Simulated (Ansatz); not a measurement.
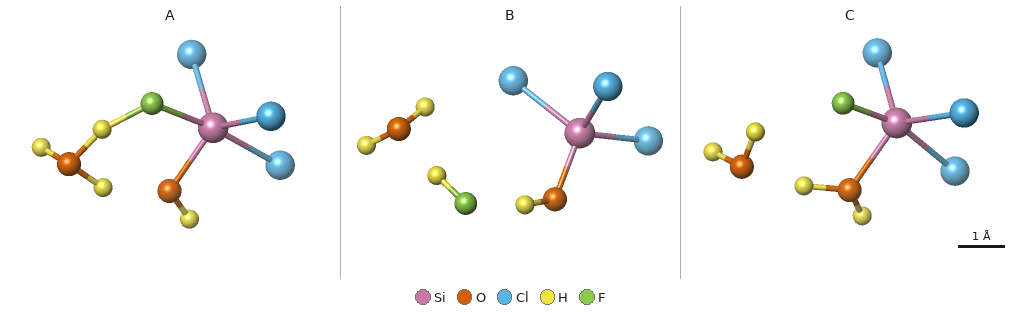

Three geometries of SiH₄O₂Cl₃F: a saddle point and the two minima that it joins, in shuffled order. Style: ball-and-stick. Shown at a tilt. Sticks join atoms that are closer than about 1.2 times the sum of their covalent radii (a little more with hydrogen).

Stationary points at PBE0-D4/def2-TZVP, single-point energies with CCSD(T)/CBS, BLYP-D4, B3LYP-D4, PBE-QIDH, PBE0-D4, B2PLYP (def2-TZVPP where no basis is named; Ansatz 0.2.0). The energies are electronic, without zero-point or thermal terms, and both ends are the minima reached downhill from the saddle, with any fragments still in contact. CCSD(T)/CBS stands for a frozen-core estimate: MP2 correlation extrapolated from def2-TZVPP and def2-QZVPP, CCSD(T) minus MP2 from the smaller set.

Q: Identify the saddle point and describe the reaction.

A: Frame A is the saddle point. Counted by bonded pieces, B holds HF + H₂O + SiHCl₃O and C holds H₂O + SiH₂Cl₃OF. From B over the saddle to C, bonds form: F–Si (3.63 → 1.83 → 1.66 Å), H–O (4.32 → 1.50 → 1.03 Å), H–O (1.53 → 1.11 → 0.97 Å). Bonds break: F–H (0.97 → 1.24 → 2.04 Å), H–O (0.96 → 1.03 → 1.51 Å). The saddle has one imaginary mode, 250i cm⁻¹. With CCSD(T)/CBS the barrier is 16.7 kcal/mol from B and 7.9 kcal/mol from C, and C lies 8.8 kcal/mol above B.

```tsv
level	barrier from B (kcal/mol)	barrier from C (kcal/mol)	C less B (kcal/mol)
CCSD(T)/CBS	16.7	7.9	8.8
BLYP-D4	18.4	5.9	12.5
B3LYP-D4	18.4	6.9	11.5
PBE-QIDH	15.7	6.8	8.9
PBE0-D4	15.4	6.1	9.3
B2PLYP	18.5	7.2	11.2
```

Against CCSD(T)/CBS, PBE-QIDH comes closest on the barrier from B (−1.0 kcal/mol) and B2PLYP misses most (+1.7 kcal/mol).
